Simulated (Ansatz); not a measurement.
Run report: GaH₄BrO₂, geometry relaxation (part 2 of 2)

GaH₄BrO₂; RKS PBE0-D4/def2-TZVP (Ansatz 0.2.0). The geometry is a transition state displaced along its imaginary mode. The reaction was set up to form Ga1–Br6 and H2–H5 and to break Ga1–H2 and H5–Br6 (atoms counted from 1 in the order of the input); sticks are drawn by distance alone.

Geometry of the input (Å):
```
Ga -0.1320  0.0800  -0.1566
H  0.1145  -1.6816  0.1849
O  -0.2755  0.2692  -1.9163
O  -1.2021  0.9155  0.9841
H  0.7452  -1.4363  0.3813
Br 2.2188  -0.1346  0.7534
H  -0.5494  1.1748  -2.1288
H  -0.9195  0.8130  1.8979
```

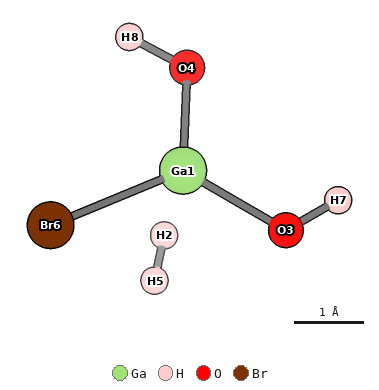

Figure 1. The geometry at step 17 of the log (ball-and-stick view, seen at a tilt; atoms are numbered from 1 in the order of the input).

## Trajectory as extended XYZ, continued
```
8
Properties=species:S:1:pos:R:3:forces:R:3 step=6 energy=-126568.68944
Ga    0.3153    0.5497   -0.0414   -1.0258  -0.1111   0.0403
H    -0.3419   -1.8840   -0.0625    0.3619  -0.0701   0.1518
O     0.0528    0.3754   -1.7919    0.2697   0.1116   0.2081
O    -1.1272    0.7293    1.0316    0.5535   0.0833  -0.3370
H     0.3575   -1.9768    0.2241   -0.3401   0.0015  -0.1356
Br    2.3926    0.5251    0.7960    0.4017   0.0168   0.1533
H    -0.7637    0.7678   -2.1002   -0.2027   0.0007  -0.0027
H    -0.8855    0.9136    1.9443   -0.0182  -0.0327  -0.0782
8
Properties=species:S:1:pos:R:3:forces:R:3 step=7 energy=-126568.72365
Ga    0.3200    0.5945   -0.0370    0.4174   0.0353  -0.0910
H    -0.3453   -1.8597   -0.0973    0.1031  -0.1017   0.0619
O     0.0979    0.4805   -1.7870   -0.2426   0.0645  -0.0944
O    -1.0877    0.9001    0.9822   -0.1435  -0.1002   0.4672
H     0.3093   -2.0770    0.2062   -0.1065   0.0554  -0.0403
Br    2.4268    0.5665    0.8325   -0.1260  -0.0416  -0.0511
H    -0.8313    0.5969   -2.0213    0.2053  -0.0306  -0.0151
H    -0.8896    0.7984    1.9216   -0.1072   0.1190  -0.2373
8
Properties=species:S:1:pos:R:3:forces:R:3 step=9 energy=-126568.73666
Ga    0.3189    0.6267   -0.0540    0.0109  -0.0016  -0.0622
H    -0.3519   -2.0179   -0.0391   -0.1105   0.0086  -0.0399
O     0.0927    0.5583   -1.8091    0.6398  -0.0642   0.2500
O    -1.1088    0.8291    0.9843   -0.0169  -0.0255  -0.4628
H     0.3195   -2.1517    0.2563    0.1184  -0.0139   0.0421
Br    2.4187    0.5746    0.8085   -0.0483  -0.0160  -0.0185
H    -0.8128    0.7031   -2.0525   -0.6419   0.0761  -0.2054
H    -0.8764    0.8780    1.9056    0.0485   0.0365   0.4967
8
Properties=species:S:1:pos:R:3:forces:R:3 step=10 energy=-126568.73929
Ga    0.3304    0.6599   -0.0584    0.0529   0.0290  -0.0313
H    -0.3700   -2.0639   -0.0274   -0.0735   0.0081  -0.0210
O     0.1145    0.6219   -1.8143   -0.6272   0.0125  -0.1205
O    -1.1009    0.8543    0.9735    0.0314  -0.0275  -0.0736
H     0.3054   -2.1956    0.2616    0.0821  -0.0043   0.0224
Br    2.4268    0.5941    0.8089   -0.0391  -0.0164  -0.0112
H    -0.8292    0.6697   -2.0493    0.6085  -0.0199   0.1087
H    -0.8770    0.8597    1.9053   -0.0352   0.0186   0.1265
8
Properties=species:S:1:pos:R:3:forces:R:3 step=11 energy=-126568.74480
Ga    0.3189    0.6311   -0.0552   -0.0065   0.0227  -0.0289
H    -0.3546   -2.0463   -0.0287    0.0000  -0.0060   0.0092
O     0.1011    0.5780   -1.8106   -0.1059   0.0259   0.0091
O    -1.1086    0.8423    0.9807    0.0711  -0.0052   0.0548
H     0.3322   -2.1603    0.2474    0.0071   0.0060  -0.0064
Br    2.4142    0.5661    0.8096   -0.0045  -0.0192  -0.0003
H    -0.8219    0.7000   -2.0568    0.0948  -0.0272  -0.0009
H    -0.8812    0.8891    1.9136   -0.0561   0.0031  -0.0365
8
Properties=species:S:1:pos:R:3:forces:R:3 step=12 energy=-126568.74549
Ga    0.3187    0.6398   -0.0549    0.0320  -0.0149  -0.0285
H    -0.3586   -2.0514   -0.0244   -0.0008  -0.0031   0.0093
O     0.1014    0.5823   -1.8098    0.0223   0.0147   0.0422
O    -1.1078    0.8373    0.9825    0.0332   0.0166   0.0448
H     0.3353   -2.1542    0.2377    0.0088   0.0013  -0.0056
Br    2.4147    0.5612    0.8106   -0.0182  -0.0063  -0.0082
H    -0.8206    0.6898   -2.0565   -0.0342  -0.0055  -0.0371
H    -0.8830    0.8954    1.9148   -0.0430  -0.0029  -0.0168
8
Properties=species:S:1:pos:R:3:forces:R:3 step=13 energy=-126568.74649
Ga    0.3118    0.6363   -0.0575    0.0387   0.0172  -0.0150
H    -0.3530   -2.0735    0.0085    0.0716  -0.0073   0.0311
O     0.0983    0.6019   -1.8133    0.1216  -0.0187   0.0697
O    -1.1110    0.8537    0.9805    0.0046  -0.0002   0.0115
H     0.3622   -2.1550    0.2231   -0.0683   0.0102  -0.0285
Br    2.4071    0.5337    0.8078   -0.0169  -0.0091  -0.0089
H    -0.8217    0.6996   -2.0635   -0.1337   0.0127  -0.0582
H    -0.8937    0.9033    1.9145   -0.0176  -0.0048  -0.0017
8
Properties=species:S:1:pos:R:3:forces:R:3 step=14 energy=-126568.74696
Ga    0.3116    0.6428   -0.0595    0.0100  -0.0044  -0.0040
H    -0.3585   -2.0767    0.0537    0.2171  -0.0167   0.0515
O     0.1003    0.6121   -1.8154    0.0323  -0.0044   0.0341
O    -1.1137    0.8572    0.9767    0.0090   0.0015  -0.0035
H     0.3800   -2.1469    0.1963   -0.2167   0.0188  -0.0489
Br    2.4050    0.5146    0.8049   -0.0065   0.0019  -0.0039
H    -0.8214    0.7018   -2.0694   -0.0386   0.0067  -0.0236
H    -0.9033    0.8953    1.9126   -0.0066  -0.0035  -0.0017
8
Properties=species:S:1:pos:R:3:forces:R:3 step=15 energy=-126568.75048
Ga    0.3242    0.6559   -0.0636   -0.0279   0.0095   0.0117
H    -0.3648   -2.0565    0.2526    0.0789  -0.0118  -0.0222
O     0.1176    0.6243   -1.8190    0.0036  -0.0017  -0.0115
O    -1.1099    0.8419    0.9672    0.0135  -0.0184   0.0161
H     0.3327   -2.1992    0.0122   -0.0843   0.0234   0.0240
Br    2.4068    0.5676    0.8256    0.0159  -0.0033  -0.0112
H    -0.8051    0.6945   -2.0793    0.0152  -0.0024   0.0076
H    -0.9015    0.8716    1.9043   -0.0148   0.0047  -0.0144
8
Properties=species:S:1:pos:R:3:forces:R:3 step=16 energy=-126568.75062
Ga    0.3249    0.6570   -0.0631   -0.0112   0.0082   0.0054
H    -0.3689   -2.0552    0.2533    0.0717  -0.0107  -0.0195
O     0.1201    0.6239   -1.8186    0.0004  -0.0006  -0.0106
O    -1.1085    0.8375    0.9685   -0.0016  -0.0161   0.0153
H     0.3261   -2.2027    0.0095   -0.0760   0.0228   0.0216
Br    2.4084    0.5774    0.8252    0.0146  -0.0046  -0.0108
H    -0.8024    0.6922   -2.0799    0.0147  -0.0032   0.0062
H    -0.8998    0.8699    1.9053   -0.0126   0.0043  -0.0076
8
Properties=species:S:1:pos:R:3:forces:R:3 step=17 energy=-126568.75157
Ga    0.3308    0.6535   -0.0589    0.0047  -0.0274  -0.0141
H    -0.3632   -2.0327    0.3051   -0.0098   0.0114   0.0080
O     0.1328    0.6249   -1.8161    0.0016   0.0053   0.0089
O    -1.1110    0.7870    0.9680   -0.0022   0.0239  -0.0032
H     0.2882   -2.1818   -0.0325    0.0095  -0.0033  -0.0103
Br    2.4232    0.5909    0.8112   -0.0066   0.0094   0.0005
H    -0.7892    0.6868   -2.0800    0.0013  -0.0050  -0.0013
H    -0.9115    0.8717    1.9031    0.0013  -0.0143   0.0116
8
Properties=species:S:1:pos:R:3:forces:R:3 step=18 energy=-126568.75177
Ga    0.3303    0.6475   -0.0581    0.0054  -0.0123  -0.0148
H    -0.3629   -2.0265    0.3048   -0.0035   0.0097   0.0049
O     0.1329    0.6214   -1.8155    0.0012   0.0016   0.0084
O    -1.1111    0.7870    0.9685   -0.0022   0.0173  -0.0007
H     0.2877   -2.1755   -0.0348    0.0033  -0.0021  -0.0071
Br    2.4233    0.5910    0.8111   -0.0061   0.0046   0.0016
H    -0.7888    0.6856   -2.0797    0.0007  -0.0058  -0.0015
H    -0.9115    0.8696    1.9037    0.0012  -0.0130   0.0092
8
Properties=species:S:1:pos:R:3:forces:R:3 step=19 energy=-126568.75205
Ga    0.3306    0.6351   -0.0560   -0.0021   0.0006  -0.0083
H    -0.3599   -1.9839    0.3055    0.1223  -0.0321  -0.0653
O     0.1337    0.6053   -1.8132   -0.0011   0.0017   0.0009
O    -1.1099    0.7858    0.9711   -0.0006   0.0032   0.0048
H     0.2808   -2.1521   -0.0535   -0.1250   0.0348   0.0652
Br    2.4223    0.5894    0.8167    0.0018   0.0009   0.0021
H    -0.7881    0.6662   -2.0783    0.0045  -0.0046   0.0008
H    -0.9096    0.8542    1.9075    0.0003  -0.0045  -0.0001
8
Properties=species:S:1:pos:R:3:forces:R:3 step=20 energy=-126568.75114 accepted=F
Ga    0.3305    0.6145   -0.0529    0.0010   0.0344   0.0008
H    -0.3671   -1.9258    0.2761   -0.1436   0.0272   0.0817
O     0.1343    0.5799   -1.8099   -0.0038   0.0008  -0.0088
O    -1.1059    0.7858    0.9772    0.0012  -0.0206   0.0414
H     0.2765   -2.1077   -0.0524    0.1398  -0.0387  -0.0766
Br    2.4216    0.5904    0.8228    0.0086  -0.0101   0.0008
H    -0.7875    0.6356   -2.0760    0.0056  -0.0022   0.0007
H    -0.9024    0.8272    1.9152   -0.0088   0.0092  -0.0400
8
Properties=species:S:1:pos:R:3:forces:R:3 step=22 energy=-126568.75265
Ga    0.3348    0.6372   -0.0536   -0.0026  -0.0007   0.0032
H    -0.3551   -1.9718    0.3250    0.0109  -0.0022  -0.0062
O     0.1409    0.6007   -1.8109    0.0017  -0.0011  -0.0018
O    -1.1064    0.7799    0.9740    0.0006  -0.0002   0.0024
H     0.2478   -2.1368   -0.0890   -0.0110   0.0015   0.0047
Br    2.4261    0.6076    0.8212   -0.0013   0.0011   0.0006
H    -0.7813    0.6413   -2.0778   -0.0003   0.0004  -0.0004
H    -0.9067    0.8420    1.9110    0.0019   0.0011  -0.0023
8
Properties=species:S:1:pos:R:3:forces:R:3 step=23 energy=-126568.75264 accepted=F
Ga    0.3360    0.6388   -0.0490   -0.0007  -0.0033   0.0016
H    -0.3466   -1.9671    0.3322    0.0597  -0.0206  -0.0470
O     0.1446    0.5915   -1.8064   -0.0037   0.0005  -0.0016
O    -1.1052    0.7811    0.9788    0.0004  -0.0021  -0.0013
H     0.2269   -2.1368   -0.1229   -0.0603   0.0204   0.0474
Br    2.4268    0.6208    0.8272   -0.0017   0.0012   0.0008
H    -0.7774    0.6241   -2.0752    0.0036   0.0015   0.0012
H    -0.9051    0.8476    1.9153    0.0027   0.0025  -0.0010
8
Properties=species:S:1:pos:R:3:forces:R:3 step=24 energy=-126568.75268
Ga    0.3341    0.6353   -0.0534   -0.0011   0.0072  -0.0001
H    -0.3532   -1.9730    0.3271    0.0037  -0.0003  -0.0015
O     0.1415    0.5979   -1.8109   -0.0005  -0.0020   0.0024
O    -1.1056    0.7800    0.9758   -0.0052  -0.0031  -0.0033
H     0.2432   -2.1382   -0.0958   -0.0037   0.0005   0.0001
Br    2.4242    0.6126    0.8241    0.0033  -0.0022  -0.0001
H    -0.7803    0.6411   -2.0788    0.0012  -0.0013   0.0001
H    -0.9039    0.8445    1.9121    0.0023   0.0013   0.0023
8
Properties=species:S:1:pos:R:3:forces:R:3 step=25 energy=-126568.75270
Ga    0.3357    0.6399   -0.0487    0.0006  -0.0112  -0.0045
H    -0.3484   -1.9727    0.3313    0.0355  -0.0096  -0.0272
O     0.1459    0.5868   -1.8062   -0.0051   0.0050   0.0063
O    -1.1037    0.7767    0.9820   -0.0055   0.0052  -0.0041
H     0.2211   -2.1331   -0.1307   -0.0343   0.0092   0.0271
Br    2.4248    0.6282    0.8315    0.0035   0.0020  -0.0014
H    -0.7758    0.6213   -2.0763    0.0051  -0.0006   0.0020
H    -0.8996    0.8531    1.9170    0.0003   0.0001   0.0018
8
Properties=species:S:1:pos:R:3:forces:R:3 step=26 energy=-126568.75275
Ga    0.3347    0.6362   -0.0478    0.0026   0.0034  -0.0030
H    -0.3453   -1.9722    0.3310    0.0148  -0.0051  -0.0108
O     0.1449    0.5883   -1.8054   -0.0051  -0.0004   0.0001
O    -1.1059    0.7814    0.9802    0.0018  -0.0025   0.0014
H     0.2263   -2.1340   -0.1267   -0.0148   0.0053   0.0111
Br    2.4258    0.6223    0.8279   -0.0017  -0.0014   0.0017
H    -0.7767    0.6250   -2.0752    0.0031  -0.0003   0.0007
H    -0.9037    0.8530    1.9160   -0.0008   0.0011  -0.0011
8
Properties=species:S:1:pos:R:3:forces:R:3 step=27 energy=-126568.75277
Ga    0.3341    0.6369   -0.0481   -0.0009  -0.0008   0.0061
H    -0.3390   -1.9764    0.3352    0.0003   0.0000  -0.0002
O     0.1438    0.5883   -1.8054    0.0013  -0.0011  -0.0026
O    -1.1064    0.7826    0.9802    0.0018   0.0005  -0.0025
H     0.2252   -2.1318   -0.1328   -0.0005   0.0001  -0.0002
Br    2.4240    0.6180    0.8304   -0.0005   0.0009  -0.0004
H    -0.7777    0.6247   -2.0751   -0.0018   0.0007  -0.0003
H    -0.9041    0.8578    1.9156    0.0004  -0.0004   0.0001
8
Properties=species:S:1:pos:R:3:forces:R:3 step=28 energy=-126568.75277
Ga    0.3347    0.6367   -0.0475    0.0000  -0.0002  -0.0012
H    -0.3383   -1.9771    0.3356    0.0002   0.0001  -0.0001
O     0.1441    0.5863   -1.8050   -0.0008   0.0001   0.0026
O    -1.1061    0.7834    0.9800    0.0005  -0.0002   0.0002
H     0.2232   -2.1315   -0.1360   -0.0003   0.0001  -0.0002
Br    2.4245    0.6200    0.8311   -0.0001   0.0000  -0.0001
H    -0.7777    0.6242   -2.0738    0.0006  -0.0003  -0.0010
H    -0.9043    0.8582    1.9156   -0.0001   0.0002  -0.0002
```

## Results in brief

| quantity | value |
| --- | --- |
| outcome | converged |
| total energy | −126568.7528 eV |
| mean-field energy | −126568.6120 eV |
| dispersion energy | −0.1408 eV |
| SCF solution under orbital rotations | stable |
| largest force (length of the vector) at the end | 0.003 eV/Å |
| dipole moment | 1.59 D |
| hardware | 8 threads of Intel Xeon, 31 GiB of memory available, shared host |
| wall time | 32 s (CPU time 3.5 min) |
| peak memory | 0.56 GiB |
